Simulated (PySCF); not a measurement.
# H10N3PSi3: runs on many settings

Which settings matter for H10N3PSi3 (`P[SiH]1N[SiH2]N[SiH2]N1`)?

The runs use PySCF 2.14.0, with density-fitted response routines of our own; the level of theory stands in each step. All values are computed, except where a source is named. Atoms count from 0, in the outputs and in this text.

### 1 The molecule as given

17 atoms, charge 0, multiplicity 1; geometry from: GFN2-xTB.

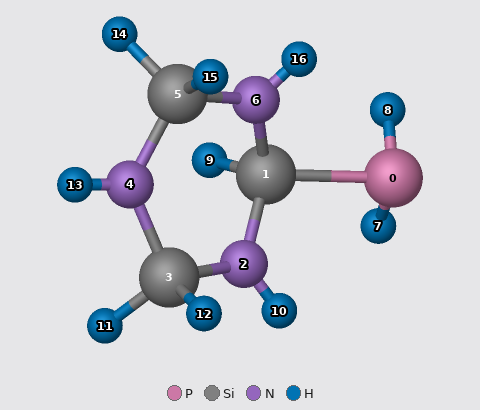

As it starts; phosphorus pink, silicon grey, nitrogen purple, hydrogen blue, atoms numbered.

### 2 NMR shieldings: KT3/pcSseg-1 in methanol

What the job is given:

```
{"job": {"kind": "nmr", "xc": "KT3", "basis": "pcSseg-1", "solvent": "methanol", "pop": true, "scf": {"level_shift": 0.3}}, "charge": 0, "multiplicity": 1}
P      2.940555    -0.709096     1.132797
Si     1.150832    -0.342053    -0.164251
N     -0.101833    -1.406937     0.351873
Si    -1.785917    -1.108886     0.114104
N     -1.891264     0.454279    -0.612017
Si    -0.935041     1.860193    -0.311342
N      0.644708     1.285730     0.080419
H      3.273614    -1.888724     0.498993
H      3.792323     0.024011     0.331661
H      1.396292    -0.553928    -1.603162
H      0.141368    -2.212895     0.900690
H     -2.352464    -2.055799    -0.852902
H     -2.454890    -1.184930     1.420103
H     -2.756324     0.634078    -1.091898
H     -0.923840     2.627072    -1.562734
H     -1.412993     2.658971     0.824681
H      1.267875     1.930945     0.533074
```

With the program's defaults for keys left out, this is: GIAO KT3/pcSseg-1 NMR shielding, non-relativistic, IEF-PCM methanol.

Launch:

```
OMP_NUM_THREADS=1 python probes_run.py task.json out
```

One launch serves the whole session: the jobs run in the order shown.

Log:

```text
final grid: 134400 points
cycle   1  E = -1391.9897268798  dE =  7.112e-01  |g| = 8.057e-01  |ddm| = 3.822e+00
cycle   2  E = -1392.0417250753  dE = -5.200e-02  |g| = 7.386e-01  |ddm| = 1.153e+00
cycle   3  E = -1392.1440455841  dE = -1.023e-01  |g| = 1.825e-01  |ddm| = 3.253e-01
cycle   4  E = -1392.1515741217  dE = -7.529e-03  |g| = 3.785e-02  |ddm| = 1.181e-01
cycle   5  E = -1392.1519647756  dE = -3.907e-04  |g| = 6.702e-03  |ddm| = 4.298e-02
cycle   6  E = -1392.1519801352  dE = -1.536e-05  |g| = 1.931e-03  |ddm| = 1.304e-02
cycle   7  E = -1392.1519821716  dE = -2.036e-06  |g| = 5.613e-04  |ddm| = 4.593e-03
cycle   8  E = -1392.1519824688  dE = -2.972e-07  |g| = 2.897e-04  |ddm| = 1.887e-03
cycle   9  E = -1392.1519825385  dE = -6.969e-08  |g| = 1.572e-04  |ddm| = 8.759e-04
cycle  10  E = -1392.1519825575  dE = -1.901e-08  |g| = 6.795e-05  |ddm| = 4.439e-04
cycle  11  E = -1392.1519825624  dE = -4.851e-09  |g| = 3.335e-05  |ddm| = 2.283e-04
cycle  12  E = -1392.1519825638  dE = -1.371e-09  |g| = 1.823e-05  |ddm| = 1.238e-04
cycle  13  E = -1392.1519825642  dE = -4.129e-10  |g| = 1.182e-05  |ddm| = 6.824e-05
level shift removed, Fock matrix diagonalised once more
converged SCF energy = -1392.1519825642

GIAO shielding tensors (ppm)
atom      isotropic    diamagn.    paramagn.     s11        s22        s33       span
  0 P      615.214     970.264    -355.050    558.956    632.582    654.104     95.148
  1 Si     387.924     884.473    -496.549    362.981    395.948    404.843     41.863
  2 N      228.317     327.945     -99.628    195.258    230.860    258.835     63.578
  3 Si     402.477     883.037    -480.561    383.570    387.211    436.648     53.078
  4 N      245.736     325.098     -79.363    212.100    234.010    291.097     78.997
  5 Si     402.555     883.048    -480.493    384.172    386.316    437.177     53.005
  6 N      228.878     327.894     -99.016    194.123    234.417    258.094     63.971
  7 H       30.667      30.376       0.292     25.387     27.790     38.825     13.439
  8 H       30.691      30.396       0.295     25.386     27.802     38.885     13.500
  9 H       25.519      31.520      -6.000     22.404     23.696     30.458      8.055
 10 H       31.038      33.051      -2.014     22.821     28.650     41.642     18.821
 11 H       26.352      29.296      -2.944     22.707     23.958     32.391      9.683
 12 H       26.169      29.618      -3.449     22.669     23.954     31.884      9.215
 13 H       31.528      29.992       1.536     23.654     26.788     44.143     20.489
 14 H       26.328      29.374      -3.046     22.656     23.990     32.339      9.683
 15 H       26.235      29.499      -3.264     22.710     23.964     32.031      9.322
 16 H       30.816      33.125      -2.309     22.684     28.488     41.277     18.593
```

Run time: 22 s. Hardware: 1 thread of AMD EPYC 9R14, shared host; peak memory 0.92 GiB.

The references, computed at this level on geometries of the same kind, shield at (ppm): ¹H TMS 31.74, ²⁹Si TMS 361.4. Their shielding less the atom's gives the shift. The references are single molecules in the same continuum. Atoms listed in one row are averaged.

```csv
atoms,environment,σ (ppm),δ (ppm)
H9,"hydrogen on a silicon bonded to 2 N, P, in a 6-membered ring",25.52,6.22
"H12, H15","hydrogen on a silicon bonded to 2 N, in a 6-membered ring",26.20,5.54
"H11, H14","hydrogen on a silicon bonded to 2 N, in a 6-membered ring",26.34,5.40
"H7, H8",hydrogen on a phosphorus bonded to Si,30.68,1.06
"H10, H16","hydrogen on a nitrogen bonded to 2 Si, in a 6-membered ring",30.93,0.81
H13,"hydrogen on a nitrogen bonded to 2 Si, in a 6-membered ring",31.53,0.21
P0,"phosphorus bonded to Si, 2 H",615.2,–
Si1,"silicon bonded to 2 N, P, H, in a 6-membered ring",387.9,-26.5
"Si3, Si5","silicon bonded to 2 N, 2 H, in a 6-membered ring",402.5,-41.1
"N2, N6","nitrogen bonded to 2 Si, H, in a 6-membered ring",228.6,–
N4,"nitrogen bonded to 2 Si, H, in a 6-membered ring",245.7,–
```

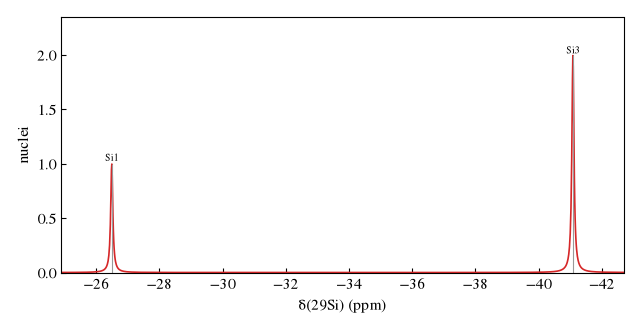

²⁹Si lines at the computed shifts, without couplings. Lines are broadened to a width of 0.08 ppm (Lorentzian).

The run also stored atomic charges by several schemes (e):

```csv
atoms,Mulliken,IAO,Hirshfeld,ESP fit
P0,-0.26,-0.15,-0.04,-0.42
Si1,0.82,0.98,0.34,0.55
"N2, N6",-0.78,-0.96,-0.32,-0.74
"Si3, Si5",0.86,1.03,0.39,0.62
N4,-0.79,-0.95,-0.31,-0.60
```

Hirshfeld charges:

P0 -0.04; Si1 0.34; N2 -0.32; Si3 0.39; N4 -0.31; Si5 0.39; N6 -0.32; H7 -0.01; H8 -0.01; H9 -0.11; H10 0.12; H11 -0.10; H12 -0.10; H13 0.13; H14 -0.10; H15 -0.10; H16 0.12

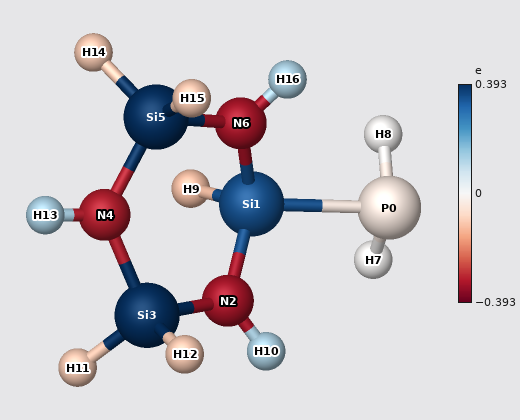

Hirshfeld charges, as colours on the atoms.

Mayer bond orders: P0–Si1 0.98, Si1–N2 0.98, N2–Si3 0.98, Si3–N4 0.97, N4–Si5 0.97, Si5–N6 0.98, N6–Si1 0.98.

Ring of atoms Si1, N2, Si3, N4, Si5, N6: NICS(0) -2.6, NICS(1) -0.9, NICS(1)zz 4.2 ppm (means of both faces). The ring holds saturated atoms, so no π current runs round it: these values come from its σ bonds, any local π bonds and neighbouring rings, and say nothing of aromaticity.

### 3 Spin-spin couplings: PBE0/cc-pVDZ

The job, as its differences from that of step 2:

```diff
@@ -1,2 +1,2 @@
-{"job": {"kind": "nmr", "xc": "KT3", "basis": "pcSseg-1", "solvent": "methanol", "pop": true, "scf": {"level_shift": 0.3}}, "charge": 0, "multiplicity": 1}
+{"job": {"kind": "j", "xc": "PBE0", "basis": "cc-pVDZ", "scf": {"conv": 1e-08, "guess": "atom"}}, "charge": 0, "multiplicity": 1}
 P      2.940555    -0.709096     1.132797
```

Method: PBE0/cc-pVDZ indirect spin-spin coupling, non-relativistic, gas phase.

Log:

```text
final grid: 134400 points
cycle   1  E = -1379.0606665688  dE =  2.079e+00  |g| = 1.516e+00  |ddm| = 8.343e+00
cycle   2  E = -1378.3846654311  dE =  6.760e-01  |g| = 2.181e+00  |ddm| = 5.488e+00
cycle   3  E = -1379.5440977472  dE = -1.159e+00  |g| = 1.401e-01  |ddm| = 3.526e+00
cycle   4  E = -1379.5492709153  dE = -5.173e-03  |g| = 5.440e-02  |ddm| = 4.191e-01
cycle   5  E = -1379.5502219793  dE = -9.511e-04  |g| = 9.423e-03  |ddm| = 1.677e-01
cycle   6  E = -1379.5502519409  dE = -2.996e-05  |g| = 2.872e-03  |ddm| = 2.717e-02
cycle   7  E = -1379.5502542836  dE = -2.343e-06  |g| = 9.177e-04  |ddm| = 6.939e-03
cycle   8  E = -1379.5502544638  dE = -1.802e-07  |g| = 3.119e-04  |ddm| = 1.727e-03
cycle   9  E = -1379.5502544888  dE = -2.493e-08  |g| = 4.752e-05  |ddm| = 5.940e-04
cycle  10  E = -1379.5502544894  dE = -6.598e-10  |g| = 8.940e-06  |ddm| = 1.218e-04
converged SCF energy = -1379.5502544894

Indirect spin-spin couplings (Hz)
  i      j    bonds     total        FC       PSO       DSO        SD
  0 P    1 Si   1      5.860     7.455     5.947    -0.116    -7.426
  0 P    2 N    2     -4.738    -4.994     0.295    -0.006    -0.033
  0 P    3 Si   3     -3.198    -2.924    -0.138     0.055    -0.191
  0 P    5 Si   3     -3.666    -3.356    -0.147     0.057    -0.221
  0 P    6 N    2     -4.332    -4.602     0.312    -0.006    -0.036
  0 P    7 H    1    160.317   153.776     6.052     0.514    -0.025
  0 P    8 H    1    160.353   153.845     6.028     0.514    -0.034
  0 P    9 H    2      2.230     3.409    -0.615    -0.313    -0.251
  0 P   10 H    3      1.919     1.843     0.082     0.238    -0.243
  0 P   11 H    4      1.694     1.852     0.149    -0.329     0.022
  0 P   12 H    4     -0.309    -0.226     0.114    -0.189    -0.008
  0 P   14 H    4      1.302     1.458     0.142    -0.323     0.025
  0 P   16 H    3      2.069     2.014     0.056     0.243    -0.244
  1 Si   2 N    1     20.165    21.820    -1.977     0.068     0.253
  1 Si   3 Si   2     -1.997    -1.967     0.126     0.002    -0.158
  1 Si   4 N    3      1.158     1.105     0.026     0.016     0.011
  1 Si   5 Si   2     -1.901    -1.872     0.120     0.003    -0.153
  1 Si   6 N    1     19.998    21.655    -1.985     0.068     0.259
  1 Si   7 H    2      7.483     7.442     0.218    -0.087    -0.090
  1 Si   8 H    2      7.406     7.364     0.216    -0.085    -0.090
  1 Si   9 H    1   -217.403  -217.644     1.131    -0.526    -0.365
  1 Si  10 H    2      0.110    -0.503     0.532     0.171    -0.091
  1 Si  11 H    3     -0.395    -0.505    -0.049     0.150     0.009
  1 Si  12 H    3     -1.433    -1.519    -0.091     0.191    -0.014
  1 Si  13 H    4      0.250     0.116    -0.157     0.266     0.025
  1 Si  14 H    3      0.180     0.076    -0.034     0.122     0.017
  1 Si  15 H    3     -2.375    -2.463    -0.102     0.212    -0.022
  1 Si  16 H    2      0.229    -0.389     0.532     0.175    -0.089
  2 N    3 Si   1     21.163    22.710    -1.908     0.060     0.301
  2 N    4 N    2      1.494     1.541    -0.058     0.006     0.005
  2 N    5 Si   3      0.122     0.131    -0.005     0.002    -0.006
  2 N    6 N    2      1.141     1.114     0.014     0.005     0.008
  2 N    7 H    3      0.202     0.232    -0.006    -0.037     0.013
  2 N    8 H    3     -2.292    -2.448     0.007     0.142     0.008
  2 N    9 H    2     -7.314    -7.421     0.070     0.024     0.013
  2 N   10 H    1    -74.065   -70.053    -3.094    -0.541    -0.376
  2 N   11 H    2     -2.698    -2.778     0.013     0.057     0.010
  2 N   12 H    2     -4.343    -4.437     0.034     0.039     0.021
  2 N   13 H    3     -2.135    -2.244    -0.087     0.196     0.001
  2 N   16 H    3     -0.641    -0.694    -0.091     0.157    -0.013
  3 Si   4 N    1     19.758    21.297    -1.899     0.059     0.301
  3 Si   5 Si   2     -2.184    -2.169     0.088    -0.009    -0.094
  3 Si   6 N    3      0.239     0.249    -0.009     0.003    -0.005
  3 Si   7 H    4      0.157     0.140    -0.064     0.121    -0.040
  3 Si   8 H    4     -0.695    -0.815    -0.075     0.205    -0.010
  3 Si   9 H    3      0.634     0.532     0.015     0.065     0.022
  3 Si  10 H    2      0.166    -0.451     0.511     0.205    -0.098
  3 Si  11 H    1   -194.539  -194.898     1.114    -0.391    -0.364
  3 Si  12 H    1   -195.731  -196.077     1.090    -0.395    -0.350
  3 Si  13 H    2      1.450     0.799     0.541     0.194    -0.083
  3 Si  14 H    3     -4.862    -4.959    -0.116     0.254    -0.040
  3 Si  15 H    3      0.657     0.558    -0.020     0.109     0.009
  3 Si  16 H    4      0.349     0.193    -0.137     0.280     0.014
  4 N    5 Si   1     19.614    21.177    -1.918     0.059     0.296
  4 N    6 N    2      1.563     1.609    -0.058     0.006     0.006
  4 N    9 H    4     -0.154    -0.119     0.008    -0.042    -0.001
  4 N   10 H    3     -3.056    -3.172    -0.082     0.201    -0.003
  4 N   11 H    2     -3.927    -4.022     0.041     0.034     0.021
  4 N   12 H    2     -2.244    -2.339     0.008     0.076     0.010
  4 N   13 H    1    -72.908   -68.906    -3.129    -0.519    -0.354
  4 N   14 H    2     -4.676    -4.772     0.044     0.032     0.020
  4 N   15 H    2     -2.035    -2.131     0.007     0.079     0.010
  4 N   16 H    3     -2.880    -2.992    -0.083     0.198    -0.003
  5 Si   6 N    1     20.954    22.521    -1.929     0.060     0.302
  5 Si   7 H    4     -0.708    -0.825    -0.074     0.203    -0.011
  5 Si   8 H    4      0.171     0.156    -0.063     0.116    -0.038
  5 Si   9 H    3      0.527     0.433     0.029     0.042     0.024
  5 Si  10 H    4      0.388     0.227    -0.148     0.296     0.012
  5 Si  11 H    3     -5.129    -5.226    -0.119     0.258    -0.043
  5 Si  12 H    3      0.621     0.525    -0.012     0.098     0.011
  5 Si  13 H    2      1.426     0.779     0.539     0.193    -0.085
  5 Si  14 H    1   -195.923  -196.287     1.121    -0.393    -0.364
  5 Si  15 H    1   -193.996  -194.334     1.081    -0.394    -0.349
  5 Si  16 H    2      0.127    -0.526     0.532     0.210    -0.089
  6 N    7 H    3     -2.344    -2.499     0.006     0.141     0.008
  6 N    8 H    3      0.156     0.187    -0.003    -0.041     0.013
  6 N    9 H    2     -7.140    -7.247     0.069     0.024     0.014
  6 N   10 H    3     -0.838    -0.899    -0.089     0.163    -0.012
  6 N   13 H    3     -2.387    -2.502    -0.085     0.200     0.000
  6 N   14 H    2     -2.727    -2.804     0.010     0.058     0.009
  6 N   15 H    2     -4.113    -4.210     0.039     0.036     0.022
  6 N   16 H    1    -75.140   -71.170    -3.053    -0.542    -0.376
  7 H    8 H    2    -13.213   -13.368     0.865    -0.710         -
  7 H    9 H    3      1.371     1.056    -0.127     0.442         -
  7 H   10 H    4      0.583    -0.067    -0.491     1.141         -
  7 H   11 H    5     -0.301    -0.078     0.186    -0.409         -
  7 H   12 H    5     -0.318     0.045     0.267    -0.630         -
  7 H   13 H    6     -0.529    -0.004     0.512    -1.037         -
  7 H   14 H    5     -0.393     0.148     0.309    -0.849         -
  7 H   15 H    5     -0.584     0.047     0.355    -0.986         -
  7 H   16 H    4     -1.005    -0.003     0.427    -1.429         -
  8 H    9 H    3      1.122     0.833    -0.116     0.405         -
  8 H   10 H    4     -0.990     0.012     0.427    -1.429         -
  8 H   11 H    5     -0.399     0.174     0.327    -0.899         -
  8 H   12 H    5     -0.589     0.028     0.345    -0.961         -
  8 H   13 H    6     -0.534    -0.006     0.515    -1.043         -
  8 H   14 H    5     -0.256    -0.059     0.168    -0.364         -
  8 H   15 H    5     -0.307     0.038     0.264    -0.608         -
  8 H   16 H    4      0.572    -0.080    -0.487     1.138         -
  9 H   10 H    3     -0.014     0.751     0.859    -1.624         -
  9 H   12 H    4     -0.183     0.795     0.524    -1.503         -
  9 H   14 H    4      0.242     0.116    -0.044     0.171         -
  9 H   15 H    4     -0.479     0.500     0.516    -1.494         -
  9 H   16 H    3      0.368     1.190     0.907    -1.729         -
 10 H   11 H    3     -0.979    -0.597     0.503    -0.885         -
 10 H   12 H    3      0.209     0.135     0.158    -0.084         -
 10 H   13 H    4      0.509     1.534     1.321    -2.346         -
 10 H   14 H    5     -0.816     0.037     0.800    -1.653         -
 10 H   15 H    5     -0.527     0.020     0.618    -1.165         -
 10 H   16 H    4     -0.226     0.511     1.035    -1.771         -
 11 H   12 H    2     20.466    22.037     0.405    -1.976         -
 11 H   13 H    3      1.463     1.263     0.013     0.187         -
 11 H   14 H    4     -0.174     0.342     0.390    -0.905         -
 11 H   15 H    4     -0.650     0.234     0.489    -1.372         -
 11 H   16 H    5     -0.849     0.033     0.797    -1.680         -
 12 H   13 H    3     -1.337    -0.761     0.583    -1.159         -
 12 H   14 H    4     -0.671     0.234     0.497    -1.403         -
 12 H   15 H    4      0.486     0.387    -0.038     0.137         -
 12 H   16 H    5     -0.450    -0.004     0.554    -1.000         -
 13 H   14 H    3      1.028     0.864     0.054     0.109         -
 13 H   15 H    3     -1.272    -0.744     0.542    -1.069         -
 13 H   16 H    4      0.508     1.541     1.328    -2.361         -
 14 H   15 H    2     20.283    21.859     0.406    -1.983         -
 14 H   16 H    3     -1.262    -0.760     0.601    -1.103         -
 15 H   16 H    3      0.724     0.557     0.076     0.091         -
```

Run time: 42 s. Hardware: 1 thread of AMD EPYC 9R14, shared host; peak memory 0.91 GiB.

This basis has no tight s functions, so the Fermi-contact terms are rough.

Couplings of 1 Hz or more over one to four bonds, nine at most for each number, with means over like pairs (isotopes 1H, 15N, 31P, 29Si):

```csv
pair,bonds,J (Hz),Fermi contact (Hz),dihedral (°)
Si1–H9,1,-217.4,-217.6,–
Si3–H11,1,-195.2,-195.6,–
Si3–H12,1,-194.9,-195.2,–
P0–H7,1,160.3,153.8,–
N2–H10,1,-74.6,-70.6,–
N4–H13,1,-72.9,-68.9,–
N2–Si3,1,21.1,22.6,–
Si1–N2,1,20.1,21.7,–
Si3–N4,1,19.7,21.2,–
H11–H12,2,20.4,21.9,–
H7–H8,2,-13.2,-13.4,–
Si1–H7,2,7.4,7.4,–
N2–H9,2,-7.2,-7.3,–
P0–N2,2,-4.5,-4.8,–
N4–H11,2,-4.3,-4.4,–
N2–H12,2,-4.2,-4.3,–
N2–H11,2,-2.7,-2.8,–
P0–H9,2,2.2,3.4,–
Si3–H14,3,-5.0,-5.1,151
P0–Si3,3,-3.4,-3.1,155
N4–H10,3,-3.0,-3.1,171
N2–H13,3,-2.3,-2.4,160
P0–H10,3,2.0,1.9,-19
Si1–H12,3,-1.9,-2.0,-125
H12–H13,3,-1.3,-0.8,-82
H7–H9,3,1.2,0.9,-46
H11–H13,3,1.2,1.1,42
P0–H11,4,1.5,1.7,–
```

The spin-dipole term was solved for some atoms only; pairs without it lack that part.

Quadrupole couplings from the field gradients of the same density:

```csv
atom,isotope,eQq/h (MHz),η
N2,14N,-3.817,0.42
N6,14N,-3.779,0.43
N4,14N,-3.555,0.45
```

Shifts (KT3/pcSseg-1, unscaled) and these couplings together give the proton spectrum at 400 MHz below.

¹H NMR δ 6.22 (dt, J = 2.2, 1.2 Hz, 1H), 5.54 (m, 2H), 5.40 (m, 2H), 1.06 (dd, J = 160.3, 1.2 Hz, 2H), 0.81 (br s, 2H), 0.21 (br s, 1H). The letters are first-order; like nuclei with unlike couplings give more lines.

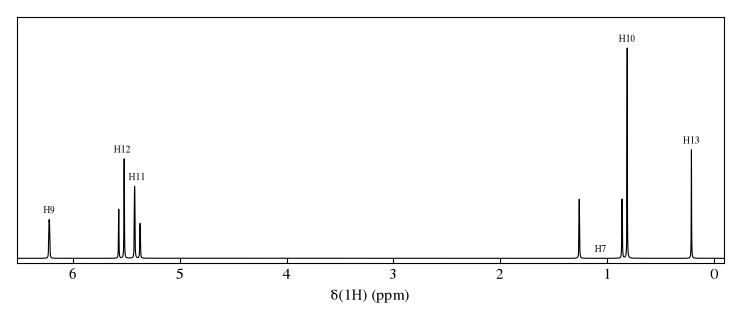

Simulated proton spectrum at 400 MHz, by exact diagonalisation of each spin system; lines 1.2 Hz wide, exchangeable protons uncoupled.

[end of part 1 of 2]
